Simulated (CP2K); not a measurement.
Consider 2-acetylpyrrole at its PBE geometry (Å).

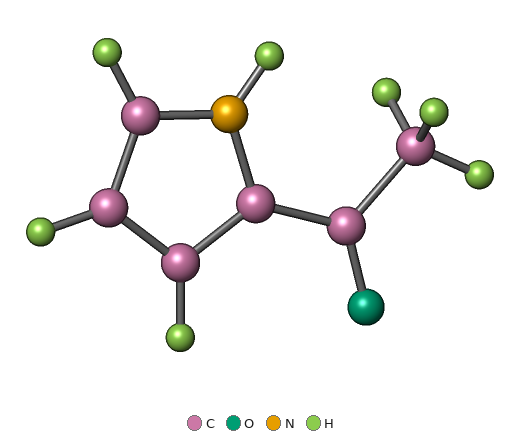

The molecule (carbon pink, oxygen teal, nitrogen orange, hydrogen green).

```xyz
15

C    -2.3526    0.3550   -0.0007
C    -1.3086   -0.6907   -0.3730
O    -1.6436   -1.7822   -0.8481
C     0.0988   -0.3650   -0.1502
C     1.2375   -1.1372   -0.3943
C     2.3666   -0.3844   -0.0063
C     1.9075    0.8406    0.4703
N     0.5427    0.8419    0.3790
H    -3.3461   -0.0423   -0.2309
H    -2.3063    0.5996    1.0715
H    -2.2027    1.2878   -0.5656
H     1.2146   -2.1373   -0.8122
H     3.4055   -0.6898   -0.0630
H     2.4448    1.6965    0.8632
H    -0.0579    1.6075    0.6604
```

Method: CP2K XAS_TDP, all-electron GAPW, PBEh(45%), aug-cc-pVDZ, TDA, no relativity.

Question: Where do the C K-edge lines lie, and how strong are they?

Leading lines: C1 284.69 eV, C2 282.00 eV, C4 282.18 eV, C5 281.13 eV, C6 282.32 eV and C7 282.24 eV. The leading line of an atom is its first one with 35 % of the strongest within 2.5 eV of its lowest line over the strength cut. 

The first six lines of each atom with a strength over 0.0015:

```csv
atom,energy (eV),states,"strength, one atom"
C1 (bonded to C and 3 H),283.77,1,0.0070
,284.69,1,0.0244
,284.88,1,0.0153
,285.33,1,0.0076
,285.49,1,0.0019
,285.82,1,0.0036
C2 (bonded to 2 C and O),282.00,1,0.0635
,287.56,1,0.0078
,287.82,1,0.0024
,288.19,1,0.0019
,288.38,1,0.0018
,288.53,1,0.0018
C4 (bonded to 2 C and N),282.18,1,0.0217
,284.80,1,0.0336
,284.99,1,0.0023
,286.05,2,0.0047
,286.47,1,0.0034
,287.20,1,0.0105
C5 (bonded to 2 C and H),281.13,1,0.0440
,284.33,1,0.0069
,284.42,1,0.0023
,284.86,1,0.0058
,285.52,2,0.0045
,285.94,1,0.0030
C6 (bonded to 2 C and H),282.32,1,0.0507
,282.72,1,0.0027
,284.11,1,0.0071
,284.65,1,0.0034
,285.49,1,0.0029
,286.09,1,0.0025
"C7 (bonded to C, N and H)",282.24,1,0.0498
,284.85,1,0.0109
,285.27,1,0.0061
,285.82,1,0.0028
,286.28,1,0.0016
,286.44,1,0.0022
```

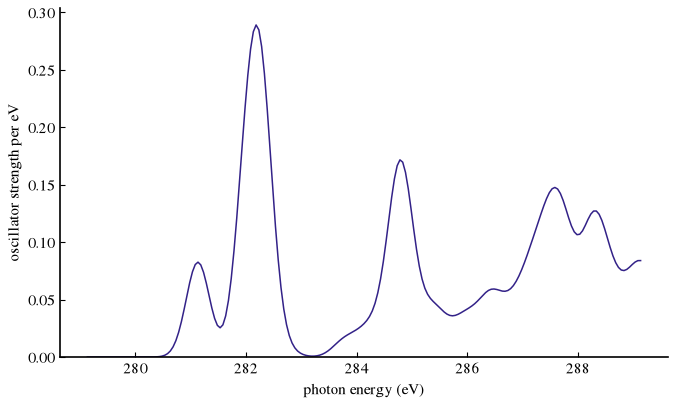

All atoms added, broadened by 0.5 eV.

Lines are vertical, at one geometry, with no vibrational structure. Without a correction of the core level, line positions, and the gaps between valence and Rydberg lines, follow the share of exact exchange. At this level such K lines come out 3 to 6 eV under measured ones. These values hold no scalar relativity, about 0.1 eV for C 1s. Rydberg lines, and the discretised continuum above threshold, depend on the basis and the box.

[Banner, clock and machine lines of the logs are left out without a mark of their own.]

[Logs are printed without paths, hosts, clocks, repeated set-up lines and the standing remarks that a program may print on its own settings, such as how far it seeks lower states.]

[Hosts, paths, dates, database ids (printed as entryN), source tags and the programs' standing remarks are cut or masked in the printed files.]
